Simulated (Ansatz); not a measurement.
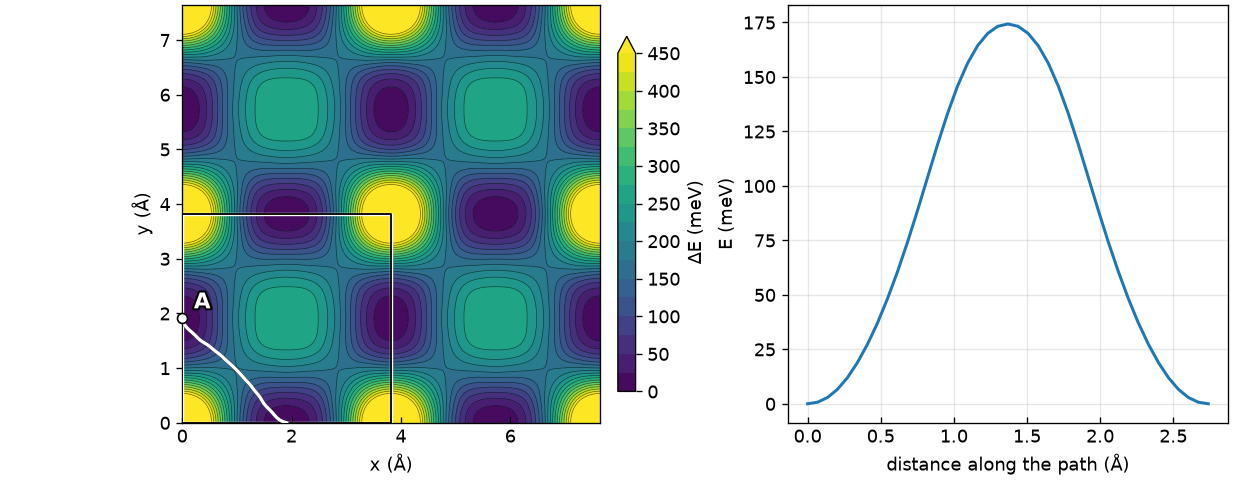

Cu on a two-dimensional sheet of SnO (4 atoms of substrate and one adsorbate in a 1 × 1 cell). 
- Cu is moved over the surface cell at a fixed height above a rigid substrate; the origin of the map has the adsorbate above Sn4; the height is held at 2.20 Å.
- Places are given modulo a cell vector. The map is drawn in real space over the plane of the surface.
- The grid has 8 × 8 points; 15 points were computed and 49 follow by symmetry.
- Energies are in meV, from the lowest grid point.
- With one adsorbate in each 1 × 1 cell, its nearest image is 3.8 Å away, so neighbouring adsorbates interact. At a fixed height the lowest place need not be the adsorption site.
- The calculation used Ansatz 0.2.0, DFT PBE+D3(BJ), scalar-relativistic, plane waves, PAW. Settings: cutoff 420 eV, k-mesh 7×7×1, gaussian smearing 0.05 eV, spin-polarised.

The picture shows filled contours, a line along the lowest path, the outline of one cell of the 2 × 2 shown, one colour for all values above the top of the scale, the energy along the path at the right, the start A. Between grid points the surface is interpolated.

> Describe the path and its barrier.

The easiest path leads from the well at a bridge site between two Sn atoms, over a second-layer O atom, (0/8, 4/8) of the cell vectors to a well of about the same depth at a bridge site between two Sn atoms, over a second-layer O atom, (4/8, 0/8) of the cell vectors. Its highest point lies about 174 meV above the bottom of the first well on the interpolated surface, at (2/8, 2/8) of the cell vectors [nearest 1 Sn at 2.58 Å]. This is the barrier on the constrained surface; relaxing the other coordinates would change it.

PAW datasets: the set soft_1.
